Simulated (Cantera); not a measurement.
Charge: 1 mol Fe₂O₃, 3.9 mol H₂, at 1400 °C.

Cantera equilibrium calculation (NASA polynomials, part measured and part estimated; ideal gas, pure solids and liquids). Candidate condensed phases: Fe, FeO, Fe(OH)₂, Fe(OH)₃, Fe₂O₃, Fe₃O₄, H₂O; 12 gas species. Mutual solubility and eutectic melting of coexisting phases are not modelled. The tables' stoichiometric FeO is somewhat more stable than real wüstite, so its field is too wide. FeO: taken at fixed stoichiometry. Kinetics and transport are ignored.

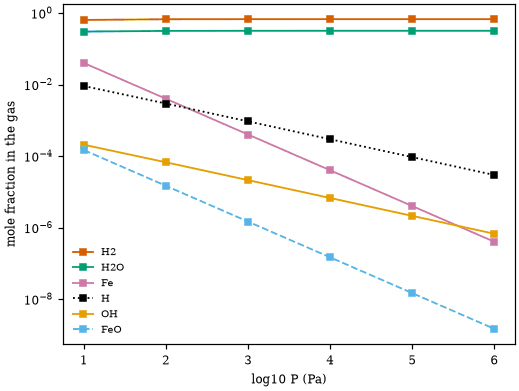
Figure. Equilibrium gas composition (values under 1e-9 drawn at 1e-9)

Problem. Read off the mole fractions at 0.100 bar.

Solution. H₂ about 0.68, H₂O about 0.32, H about 0.00030, Fe about 4.0e-5, OH about 6.8e-6, FeO about 1.5e-7.
